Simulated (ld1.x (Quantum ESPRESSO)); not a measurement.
**Zr: generating and testing a TM potential**

Aim: build the potential from the settings below, then test how well it stands in for the atom: other configurations, scattering, ghost states and the plane-wave cutoff that it needs.

Program: ld1.x (Quantum ESPRESSO) 7.5. Reference atom: LDA (PW92), scalar-relativistic, spherical and spin-unpolarised. All values are calculated.

## 1. Starting point

Typed settings, in words:

```json
{
  "element": "zirconium (Zr, Z = 40)",
  "type": "norm-conserving Troullier–Martins (Kleinman–Bylander form)",
  "frozen core": "[Kr]",
  "valence charge": "4",
  "reference configuration": "4d2 5s2 5p0",
  "partial waves": "5s (bound): rc 2.65 bohr; 5p (bound, empty): rc 3.10 bohr; 4d (bound): rc 1.95 bohr",
  "local potential": "all-electron potential smoothed inside 1.50 bohr (lloc = -1)",
  "core correction": "not asked for"
}
```

The nodes and maxima of the atom's own shells, from an earlier all-electron run, set the scale for the radii.

All-electron outer shells of the reference configuration (LDA (PW92), scalar-relativistic, ld1.x):

```json
{"shell": "4s", "level (eV)": "-54.52", "outermost node (bohr)": "0.55", "outermost maximum (bohr)": "1.08"}
{"shell": "4p", "level (eV)": "-32.51", "outermost node (bohr)": "0.56", "outermost maximum (bohr)": "1.17"}
{"shell": "5s", "level (eV)": "-4.59", "outermost node (bohr)": "1.47", "outermost maximum (bohr)": "3.11"}
{"shell": "4d", "level (eV)": "-3.73", "outermost node (bohr)": "0.58", "outermost maximum (bohr)": "1.61"}
{"shell": "5p", "level (eV)": "-1.55", "outermost node (bohr)": "1.70", "outermost maximum (bohr)": "4.15"}
```

## 2. Generation

File Zr.in:

```
 &input
   title='Zr', zed=40., rel=1, dft='PW', iswitch=3,
   config='[Kr] 4d2 5s2 5p0',
   nld=3, rlderiv=3.35, eminld=-2.0, emaxld=5.0, deld=0.02
 /
 &inputp
   pseudotype=2, tm=.true., lloc=-1, rcloc=1.50,
   nlcc=.false.,
   file_pseudopw='Zr.UPF', file_wfcaegen='ae.wfc', file_wfcncgen='nc.wfc', file_beta='beta', file_chi='chi'
 /
3
5S  1  0   2.00   0.00  2.65  2.65  0.0
5P  2  1   0.00   0.00  3.10  3.10  0.0
4D  3  2   2.00   0.00  1.95  1.95  0.0
 &test
   configts(1)='4d2 5s2 5p0'
 /
```

The run is started by

```bash
$ ld1.x < Zr.in > Zr.out
```

The output, Zr.out (without the banner and most projector matrices):

```text
     Program LD1 v.7.5
     --------------------------- All-electron run ----------------------------

     Zr
     scalar relativistic calculation

     atomic number is 40.00
     dft =PW   lsd =0 sic =0 latt =0  beta=0.20 tr2=1.0E-14
     Exchange-correlation= PW
                           (   1   4   0   0   0   0   0)
     mesh =1225 r(mesh) = 100.59681 a.u. xmin = -7.00 dx = 0.01250
     1 Ry =  13.60569312 eV, c = 137.03599908

     n l     nl                  e(Ry)          e(Ha)          e(eV)
     1 0     1S 1( 2.00)     -1308.2102      -654.1051    -17799.1068
     2 0     2S 1( 2.00)      -181.3056       -90.6528     -2466.7888
     2 1     2P 1( 6.00)      -161.8104       -80.9052     -2201.5425
     3 0     3S 1( 2.00)       -29.6663       -14.8332      -403.6310
     3 1     3P 1( 6.00)       -23.3162       -11.6581      -317.2332
     4 0     4S 1( 2.00)        -4.0070        -2.0035       -54.5181
     4 1     4P 1( 6.00)        -2.3891        -1.1945       -32.5053
     3 2     3D 1(10.00)       -12.8578        -6.4289      -174.9399
     4 2     4D 1( 2.00)        -0.2745        -0.1373        -3.7348
     5 0     5S 1( 2.00)        -0.3373        -0.1686        -4.5890
     5 1     5P 1( 0.00)        -0.1137        -0.0568        -1.5468

     final scf error:  5.0E-15 reached in  39 iterations

     Etot =   -7189.194867 Ry,   -3594.597433 Ha,  -97813.979155 eV

     Ekin =    7389.820771 Ry,    3694.910386 Ha,  100543.633645 eV
     Encl =  -17318.651260 Ry,   -8659.325630 Ha, -235632.254344 eV
     Eh   =    2959.453707 Ry,    1479.726853 Ha,   40265.418949 eV
     Exc  =    -219.818085 Ry,    -109.909042 Ha,   -2990.777405 eV

     normalization and overlap integrals

     s(1S/1S) =  1.000000  <r> =   0.0371  <r2> =    0.0019  r(max) =   0.0241
     s(2S/2S) =  1.000000  <r> =   0.1628  <r2> =    0.0312  r(max) =   0.1368
     s(2P/2P) =  1.000000  <r> =   0.1418  <r2> =    0.0246  r(max) =   0.1093
     s(3S/3S) =  1.000000  <r> =   0.4594  <r2> =    0.2420  r(max) =   0.4111
     s(3P/3P) =  1.000000  <r> =   0.4628  <r2> =    0.2497  r(max) =   0.4010
     s(4S/4S) =  1.000000  <r> =   1.2117  <r2> =    1.6672  r(max) =   1.0764
     s(4P/4P) =  1.000000  <r> =   1.3688  <r2> =    2.1547  r(max) =   1.1748
     s(3D/3D) =  1.000000  <r> =   0.4528  <r2> =    0.2482  r(max) =   0.3451
     s(4D/4D) =  1.000000  <r> =   2.2959  <r2> =    6.6010  r(max) =   1.6058
     s(5S/5S) =  1.000000  <r> =   3.6949  <r2> =   15.5984  r(max) =   3.1147
     s(5P/5P) =  1.000000  <r> =   5.0707  <r2> =   29.8276  r(max) =   4.1521

     ------------------------ End of All-electron run ------------------------

     --------------------- Generating NC pseudopotential ---------------------

      Generating local potential from pseudized AE potential:
      Matching radius rcloc =   1.5000

      Local pseudo, rcloc= 1.509 Estimated cut-off energy=    10.86 Ry

      Wfc   5S  rcut= 2.681  Using Troullier-Martins method

      Wfc   5P  rcut= 3.115  Using Troullier-Martins method

      Wfc   4D  rcut= 1.937  Using Troullier-Martins method

     ------------------- End of pseudopotential generation -------------------

     [... the all-electron block is printed once more ...]


     Computing logarithmic derivative in   3.33639
     Computing logarithmic derivative in   3.33639
     Computing the partial wave expansion
     R is outside the sphere for l=    0 j= 0.00
     R is outside the sphere for l=    1 j= 0.00
     R is outside the sphere for l=    2 j= 0.00

     ---------------------- Testing the pseudopotential ----------------------

     Zr
     scalar relativistic calculation

     atomic number is 40.00   valence charge is  4.00
     dft =PW   lsd =0 sic =0 latt =0  beta=0.20 tr2=1.0E-14
     mesh =1225 r(mesh) = 100.59681 xmin = -7.00 dx = 0.01250

     n l     nl             e AE (Ry)        e PS (Ry)    De AE-PS (Ry)
     3 2     4D   1( 2.00)       -0.27451       -0.27450       -0.00000
     1 0     5S   1( 2.00)       -0.33729       -0.33729        0.00000
     2 1     5P   1( 0.00)       -0.11369       -0.11369       -0.00000

     eps = 2.2E-16  iter =  4

     Etot =   -7189.194867 Ry,   -3594.597433 Ha,  -97813.979155 eV
     Etotps =    -5.583298 Ry,      -2.791649 Ha,     -75.964646 eV

     Ekin =       5.753134 Ry,       2.876567 Ha,      78.275371 eV
     Encl =     -15.605359 Ry,      -7.802680 Ha,    -212.321727 eV
     Ehrt =       4.843735 Ry,       2.421867 Ha,      65.902367 eV
     Ecxc =      -1.603284 Ry,      -0.801642 Ha,     -21.813783 eV
     Epseu=       1.028476 Ry,       0.514238 Ha,      13.993127 eV

     ---------------------- End of pseudopotential test ----------------------
```

It took 2.1 s on 1 thread of Neoverse-V1, shared host. (Generation and the later configuration tests together.)

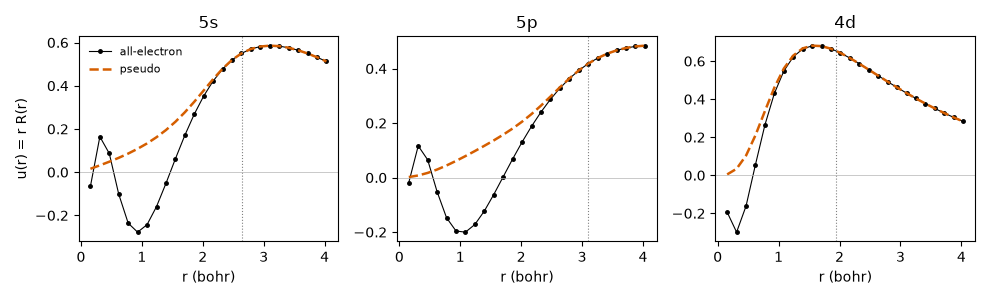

Bound waves of the atom and their pseudo partners (5s, 5p, 4d), with the matching radii dotted. The curves join 26 sampled radii, too few to resolve the innermost nodes.

## 3. Transferability test

File Zr.test.in:

```
 &input
   title='Zr', zed=40., rel=1, dft='PW', iswitch=2,
   config='[Kr] 4d2 5s2 5p0'
 /
 &test
   file_pseudo='Zr.UPF', nconf=10,
   configts(1)='4d2 5s2 5p0',
   configts(2)='4d2 5s1 5p0',
   configts(3)='4d2 5s0 5p0',
   configts(4)='4d1 5s0 5p0',
   configts(5)='4d3 5s1 5p0',
   configts(6)='4d3 5s0 5p0',
   configts(7)='4d1 5s2 5p1',
   configts(8)='4d2.5 5s1.5 5p0',
   configts(9)='4d2 5s2 5p0', lsdts(9)=1,
   configts(10)='4d2 5s1 5p0', lsdts(10)=1
 /
```

The run is started by

```bash
$ ld1.x < Zr.test.in > Zr.test.out
```

Zr.test.out, the pseudopotential blocks, each with the warnings that came before it:

```text
     ---------------------- Testing the pseudopotential ----------------------

     Zr
     scalar relativistic calculation

     atomic number is 40.00   valence charge is  4.00
     dft =PW   lsd =0 sic =0 latt =0  beta=0.20 tr2=1.0E-14
     mesh =1225 r(mesh) = 100.59681 xmin = -7.00 dx = 0.01250

     n l     nl             e AE (Ry)        e PS (Ry)    De AE-PS (Ry)
     3 2     4D   1( 2.00)       -0.27451       -0.27450       -0.00000
     1 0     5S   1( 2.00)       -0.33729       -0.33729        0.00000
     2 1     5P   1( 0.00)       -0.11369       -0.11369       -0.00000

     eps = 1.3E-16  iter =  4

     Etot =   -7189.194867 Ry,   -3594.597433 Ha,  -97813.979158 eV
     Etotps =    -5.583299 Ry,      -2.791649 Ha,     -75.964648 eV

     Ekin =       5.753133 Ry,       2.876567 Ha,      78.275367 eV
     Encl =     -15.605359 Ry,      -7.802679 Ha,    -212.321725 eV
     Ehrt =       4.843735 Ry,       2.421867 Ha,      65.902366 eV
     Ecxc =      -1.603283 Ry,      -0.801642 Ha,     -21.813783 eV
     Epseu=       1.028476 Ry,       0.514238 Ha,      13.993127 eV

     ---------------------- End of pseudopotential test ----------------------

     ---------------------- Testing the pseudopotential ----------------------

     Zr
     [...]
     n l     nl             e AE (Ry)        e PS (Ry)    De AE-PS (Ry)
     3 2     4D   1( 2.00)       -0.74861       -0.74628       -0.00233
     1 0     5S   1( 1.00)       -0.75089       -0.74836       -0.00254
     2 1     5P   1( 0.00)       -0.47292       -0.47176       -0.00116

     eps = 8.1E-15  iter = 11

     Etot =   -7188.655016 Ry,   -3594.327508 Ha,  -97806.634111 eV
     Etotps =    -5.044391 Ry,      -2.522195 Ha,     -68.632435 eV
     dEtot_ae =       0.539851 Ry
     dEtot_ps =       0.538908 Ry,   Delta E=       0.000943 Ry

     [...]
     ---------------------- End of pseudopotential test ----------------------

     Warning: n=2, l=1 expected 0 nodes, found 1
     ---------------------- Testing the pseudopotential ----------------------

     Zr
     [...]
     n l     nl             e AE (Ry)        e PS (Ry)    De AE-PS (Ry)
     3 2     4D   1( 2.00)       -1.28705       -1.27905       -0.00800  !
     1 0     5S   1( 0.00)       -1.19564       -1.18516       -0.01048  !
     2 1     5P   1( 0.00)       -0.86299       -0.96094        0.09794  !

     eps = 7.7E-18  iter =  7

     Etot =   -7187.682291 Ry,   -3593.841146 Ha,  -97793.399520 eV
     Etotps =    -4.077246 Ry,      -2.038623 Ha,     -55.473760 eV
     dEtot_ae =       1.512575 Ry
     dEtot_ps =       1.506052 Ry,   Delta E=       0.006523 Ry

     [...]
     ---------------------- End of pseudopotential test ----------------------

     Warning: n=1, l=0 expected 0 nodes, found 1
     ---------------------- Testing the pseudopotential ----------------------

     Zr
     [...]
     n l     nl             e AE (Ry)        e PS (Ry)    De AE-PS (Ry)
     3 2     4D   1( 1.00)       -2.08577       -2.05126       -0.03450  !
     1 0     5S   1( 0.00)       -1.79152       -1.95095        0.15943  !
     2 1     5P   1( 0.00)       -1.38883       -1.38883        0.00000

     eps = 1.1E-15  iter =  5

     Etot =   -7186.005071 Ry,   -3593.002535 Ha,  -97770.579771 eV
     Etotps =    -2.417312 Ry,      -1.208656 Ha,     -32.889201 eV
     dEtot_ae =       3.189796 Ry
     dEtot_ps =       3.165987 Ry,   Delta E=       0.023809 Ry

     [...]
     ---------------------- End of pseudopotential test ----------------------

     ---------------------- Testing the pseudopotential ----------------------

     Zr
     [...]
     n l     nl             e AE (Ry)        e PS (Ry)    De AE-PS (Ry)
     3 2     4D   1( 3.00)       -0.18260       -0.18213       -0.00047
     1 0     5S   1( 1.00)       -0.29613       -0.29609       -0.00004
     2 1     5P   1( 0.00)       -0.09342       -0.09401        0.00059

     eps = 4.6E-15  iter = 12

     Etot =   -7189.105148 Ry,   -3594.552574 Ha,  -97812.758469 eV
     Etotps =    -5.493450 Ry,      -2.746725 Ha,     -74.742189 eV
     dEtot_ae =       0.089719 Ry
     dEtot_ps =       0.089849 Ry,   Delta E=      -0.000130 Ry

     [...]
     ---------------------- End of pseudopotential test ----------------------

     ---------------------- Testing the pseudopotential ----------------------

     Zr
     [...]
     n l     nl             e AE (Ry)        e PS (Ry)    De AE-PS (Ry)
     3 2     4D   1( 3.00)       -0.61643       -0.61269       -0.00375
     1 0     5S   1( 0.00)       -0.67811       -0.67473       -0.00338
     2 1     5P   1( 0.00)       -0.41878       -0.41821       -0.00058

     eps = 9.2E-16  iter =  9

     Etot =   -7188.621687 Ry,   -3594.310843 Ha,  -97806.180647 eV
     Etotps =    -5.011186 Ry,      -2.505593 Ha,     -68.180653 eV
     dEtot_ae =       0.573180 Ry
     dEtot_ps =       0.572113 Ry,   Delta E=       0.001067 Ry

     [...]
     ---------------------- End of pseudopotential test ----------------------

     ---------------------- Testing the pseudopotential ----------------------

     Zr
     [...]
     n l     nl             e AE (Ry)        e PS (Ry)    De AE-PS (Ry)
     3 2     4D   1( 1.00)       -0.47687       -0.46912       -0.00774  !
     1 0     5S   1( 2.00)       -0.44182       -0.44099       -0.00083
     2 1     5P   1( 1.00)       -0.18168       -0.18040       -0.00129

     eps = 6.2E-16  iter =  8

     Etot =   -7188.969333 Ry,   -3594.484667 Ha,  -97810.910616 eV
     Etotps =    -5.359813 Ry,      -2.679907 Ha,     -72.923974 eV
     dEtot_ae =       0.225534 Ry
     dEtot_ps =       0.223485 Ry,   Delta E=       0.002048 Ry

     [...]
     ---------------------- End of pseudopotential test ----------------------

     ---------------------- Testing the pseudopotential ----------------------

     Zr
     [...]
     n l     nl             e AE (Ry)        e PS (Ry)    De AE-PS (Ry)
     3 2     4D   1( 2.50)       -0.22436       -0.22441        0.00005
     1 0     5S   1( 1.50)       -0.31507       -0.31501       -0.00007
     2 1     5P   1( 0.00)       -0.10250       -0.10281        0.00031

     eps = 3.4E-15  iter =  9

     Etot =   -7189.156346 Ry,   -3594.578173 Ha,  -97813.455059 eV
     Etotps =    -5.544783 Ry,      -2.772391 Ha,     -75.440612 eV
     dEtot_ae =       0.038521 Ry
     dEtot_ps =       0.038516 Ry,   Delta E=       0.000005 Ry

     [...]
     ---------------------- End of pseudopotential test ----------------------

     ---------------------- Testing the pseudopotential ----------------------

     Zr
     [...]
     n l     nl             e AE (Ry)        e PS (Ry)    De AE-PS (Ry)
     3 2     4D   1( 2.00)       -0.30471       -0.33477        0.03006  !
     1 0     5S   1( 1.00)       -0.35568       -0.35933        0.00366
     2 1     5P   1( 0.00)       -0.12281       -0.12373        0.00092
     3 2     4D   2( 0.00)       -0.22886       -0.13696       -0.09191  !
     1 0     5S   2( 1.00)       -0.31133       -0.29584       -0.01549  !
     2 1     5P   2( 0.00)       -0.10156       -0.09780       -0.00376

     eps = 9.2E-15  iter = 18

     Etot =   -7189.232701 Ry,   -3594.616350 Ha,  -97814.493918 eV
     Etotps =    -5.680924 Ry,      -2.840462 Ha,     -77.292903 eV
     dEtot_ae =      -0.037834 Ry
     dEtot_ps =      -0.097625 Ry,   Delta E=       0.059791 Ry

     [...]
     ---------------------- End of pseudopotential test ----------------------

     ---------------------- Testing the pseudopotential ----------------------

     Zr
     [...]
     n l     nl             e AE (Ry)        e PS (Ry)    De AE-PS (Ry)
     3 2     4D   1( 2.00)       -0.79028       -0.81619        0.02591  !
     1 0     5S   1( 1.00)       -0.78917       -0.78792       -0.00125
     2 1     5P   1( 0.00)       -0.50032       -0.49780       -0.00252
     3 2     4D   2( 0.00)       -0.67478       -0.44869       -0.22610  !
     1 0     5S   2( 0.00)       -0.67403       -0.58881       -0.08522  !
     2 1     5P   2( 0.00)       -0.41264       -0.36755       -0.04509  !

     eps = 2.2E-15  iter = 10

     Etot =   -7188.738269 Ry,   -3594.369135 Ha,  -97807.766833 eV
     Etotps =    -5.212771 Ry,      -2.606386 Ha,     -70.923364 eV
     dEtot_ae =       0.456597 Ry
     dEtot_ps =       0.370528 Ry,   Delta E=       0.086070 Ry

     [...]
     ---------------------- End of pseudopotential test ----------------------
```

Excitation and ionisation energies from 4d2 5s2 5p0, with the error of the potential. Spin-polarised rows fill open shells by Hund's rule and count from the unpolarised reference. A star marks tests that logged a warning.

| valence configuration | charge | ΔE all-electron (eV) | error AE − PS (meV) |
| --- | --- | --- | --- |
| 4d2 5s1 5p0 | +1 | 7.345 | +13 |
| 4d2 5s0 5p0 * | +2 | 20.580 | +89 |
| 4d1 5s0 5p0 * | +3 | 43.399 | +324 |
| 4d3 5s1 5p0 | 0 | 1.221 | -1.8 |
| 4d3 5s0 5p0 | +1 | 7.799 | +15 |
| 4d1 5s2 5p1 | 0 | 3.069 | +28 |
| 4d2.5 5s1.5 5p0 | 0 | 0.524 | +0.1 |
| 4d2 5s2 5p0 (spin-polarised) | 0 | -0.515 | +813 |
| 4d2 5s1 5p0 (spin-polarised) | +1 | 6.212 | +1171 |

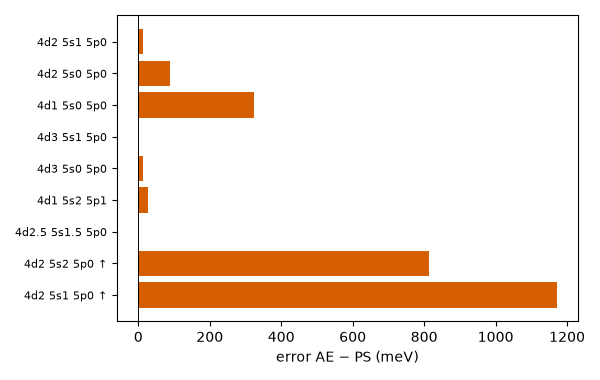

Error of the potential in each test configuration; ↑ marks spin-polarised tests.

## 4. Does it scatter like the atom?

Taken from the files of the generation run. The phase is arctan(r·u′/u) with u = r·R, unwrapped, with energies in Ry. A pole is an energy at which the radial function vanishes at the test radius. The pseudo phase is shifted by a multiple of π to meet the all-electron one at the reference energy. Levels narrower than the energy grid can be missing from the poles. The last column is the largest difference on the grid between −1 and +1 Ry.

| channel | radius (bohr) | reference (Ry) | poles AE | poles PS | window around the reference with phases within 0.05 rad (Ry) | largest difference near zero (rad) |
| --- | --- | --- | --- | --- | --- | --- |
| s | 3.34 | -0.34 | 0.99 | 0.77, 2.52 | below 0.8 | 0.056 |
| p | 3.34 | -0.11 | 1.84 | 1.49 | below 1.3 | 0.040 |
| d | 3.34 | -0.27 | -0.01, 3.50 | -0.01, 3.47 | the whole range | 0.002 |

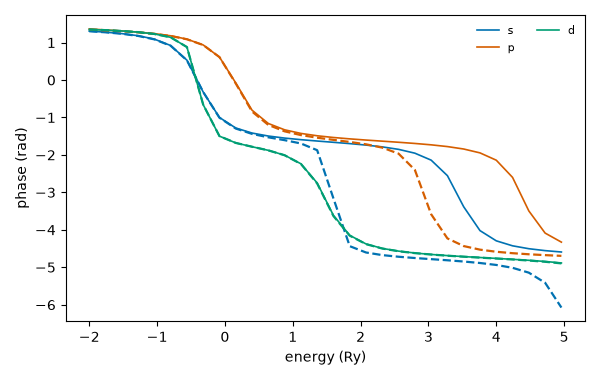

Phases by channel: all-electron solid, pseudo dashed.

## 5. Cutoff and ghost test in a Bessel basis

A separate test, outside the generator: the pseudo-atom's Hamiltonian at the reference potential is diagonalised in spherical Bessel functions j_l(qr) that vanish at 20 bohr, with q² up to the cutoff.

All-electron valence levels (Ry): 5s -0.3373, 5p -0.1137, 4d -0.2745. The lowest levels of each channel (Ry) by cutoff; the last column sums, over occupied levels, occupation times the distance from the level at 400 Ry. A positive value at high cutoff is not a bound level.

| cutoff (Ry) | s #1 | s #2 | p #1 | p #2 | d #1 | f #1 | Σ f·Δε (mRy) |
| --- | --- | --- | --- | --- | --- | --- | --- |
| 8 | -4.6668 | -0.3350 | -0.1185 | -0.0177 | -0.0941 | 0.1033 | 365.3 |
| 12 | -6.2833 | -0.3370 | -1.1191 | -0.1136 | -0.1755 | 0.1033 | 198.7 |
| 15 | -6.7466 | -0.3370 | -1.6375 | -0.1136 | -0.2088 | 0.1033 | 132.0 |
| 21 | -7.3380 | -0.3372 | -2.0426 | -0.1137 | -0.2577 | 0.1033 | 33.7 |
| 25 | -7.4528 | -0.3372 | -2.2251 | -0.1137 | -0.2662 | 0.1033 | 16.7 |
| 30 | -7.5596 | -0.3372 | -2.3351 | -0.1137 | -0.2721 | 0.1033 | 4.8 |
| 35 | -7.6149 | -0.3373 | -2.3904 | -0.1137 | -0.2740 | 0.1033 | 1.0 |
| 40 | -7.6391 | -0.3373 | -2.4081 | -0.1137 | -0.2744 | 0.1033 | 0.2 |
| 50 | -7.6499 | -0.3373 | -2.4245 | -0.1137 | -0.2745 | 0.1033 | 0.1 |
| 400 | -7.6521 | -0.3373 | -2.4288 | -0.1137 | -0.2745 | 0.1033 | 0.0 |

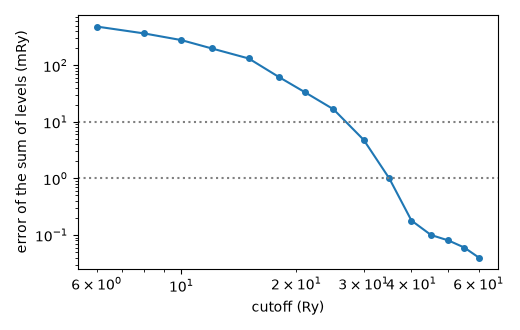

Occupation-weighted error of the valence levels against the cutoff; the dotted lines mark 10 and 1 mRy.

The sum stays within 10 mRy from 30 Ry and within 1 mRy from 40 Ry. The sum leaves out empty levels, which can need more. Ghost test: ghost states, bound below the all-electron valence or empty levels of the same l: s at -104.1 eV, p at -33.0 eV.

## 6. Outcome

```
                                                quantity                                                      value
               cutoffs for 10 and 1 mRy, occupied levels                                            30 Ry and 40 Ry
                                            bound ghosts                            s at -104.11 eV, p at -33.05 eV
         largest test error (AE − PS), unpolarised tests  +324 meV, for 4d1 5s0 5p0 (one of 2 tests with a warning)
largest phase difference near zero energy, channels read                                                  0.056 rad
```

In words: It has a bound ghost (s, p), a state that the atom doesn't have, and that rules the file out. Close by lies the frozen 4p level (-32.5 eV). The worst unpolarised test, 4d1 5s0 5p0, is off by 324 meV on 43.4 eV; by total energies transferability rates as poor. The spin-polarised tests miss by far more, up to 1171 meV (4d2 5s1 5p0). By its cutoff, 30 Ry for the looser tolerance, it is soft on the atom at that tolerance. The slowest occupied level is 4d: taken alone it needs 35 Ry to come within 1 mRy, against 10 Ry for 5s. Near zero energy the largest phase difference among the channels read is 0.06 rad, in the s channel. These are tests on the free atom; a crystal test is still owed.
